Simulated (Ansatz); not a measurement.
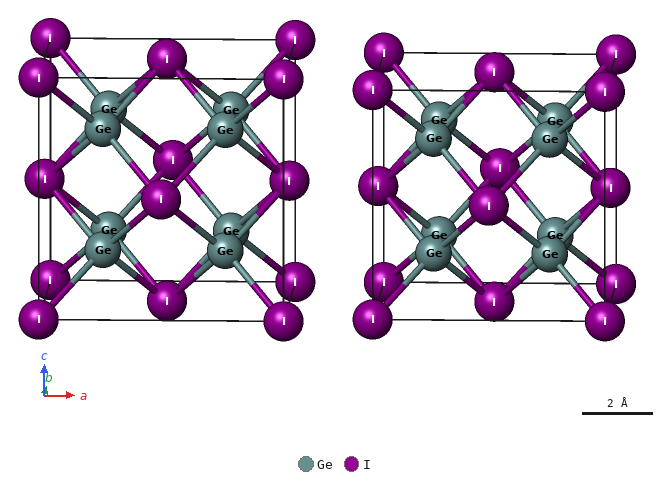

Two geometries of a crystal of Ge₂I (built on the fluorite_225 type) (coarse preliminary run), drawn at one scale. One is the start of a relaxation, the other its converged end. The picture is a ball-and-stick view of the conventional cell (4 times the calculation's cell), seen from a free direction. Lengths and directions refer to the drawn axes.

Method: Ansatz 0.2.0, DFT PBE, scalar-relativistic, plane waves, PAW. Settings: plane-wave cutoff 420 eV; k-point mesh 4 × 4 × 4; occupations gaussian; smearing width 0.1 eV; no spin polarisation; cell and atoms relaxed; force threshold 0.04 eV/Å; at most 70 steps.

Q: Which geometry has the lower energy?

A: The left one is the relaxed one. Case: anti-fluorite type (Fm-3m, No. 225). The atoms keep their places relative to the cell (all moves are under 0.005 Å). The drawn cell changes as follows: a = b = c 6.734 → 7.100 Å (+5.4 %); the volume changes by +17.2 %. Some distances before and after: Ge–I 2.916 → 3.075 Å. The space group stays Fm-3m (No. 225). The energy falls by 99.2 meV per atom in 2 accepted moves (3 points after the start). All forces vanish by symmetry, so only the cell relaxes. The pressure goes from 8.12 to 0.25 GPa. At 1 point the geometry stayed and the basis and grid were re-selected for the new cell (energy shift of 1.0 meV per atom at most each time). Cost: 4.5 s on 1 thread of AMD EPYC 7B13 (Zen 3), with other jobs on the host, peak memory 0.39 GiB.
